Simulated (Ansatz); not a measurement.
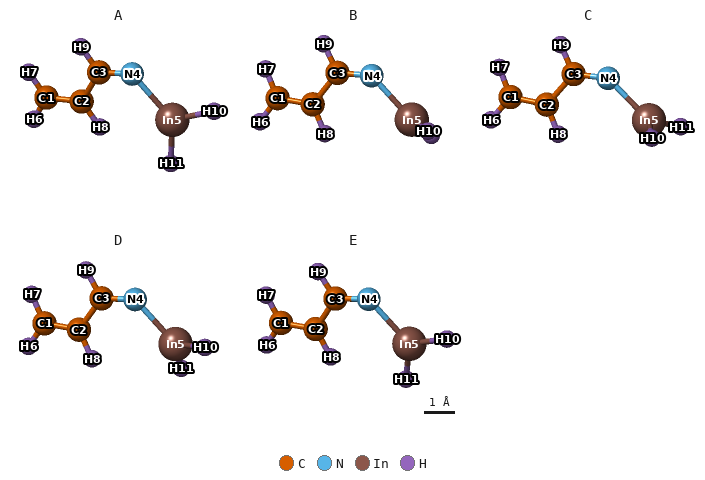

5 geometries from one relaxation of C3H6InN, in shuffled order. Style: ball-and-stick. Shown at a tilt.

The start comes from GFN2-xTB.

Level of theory: RKS PBE0-D4/def2-TZVP in Ansatz. Set-up: force threshold 0.005 eV/Å; at most 150 steps.

**Put them in the order of the run, from the start to the converged end.**

A, E, D, B, C. They are steps 0, 8, 11, 14, 25, at +5.18 kcal/mol, +3.47 kcal/mol, +2.24 kcal/mol, +0.72 kcal/mol relative to the last. After 24 accepted moves (25 points after the start) the energy has fallen by 5.18 kcal/mol. Largest force component: 0.65 eV/Å at the start, 0.0016 eV/Å at the end. The line search rejected the trial step at point 17 of the run. H11 moves most after the best rigid fit: 1.90 Å. By element the largest moves are H 1.90 Å, N 0.57 Å, C 0.39 Å, In 0.23 Å. Near-neighbour distances that change, for instance: N4–In5 2.104 → 2.029 Å, In5–H11 1.759 → 1.713 Å, In5–H10 1.722 → 1.713 Å, C3–H9 1.097 → 1.105 Å. Among the angles between lasting bonds that change: N4–In5–H11 132.1° → 115.0°, C3–N4–In5 125.3° → 141.0°, H10–In5–H11 116.8° → 129.1°. Groups turn about N4–In5 by about 90°.
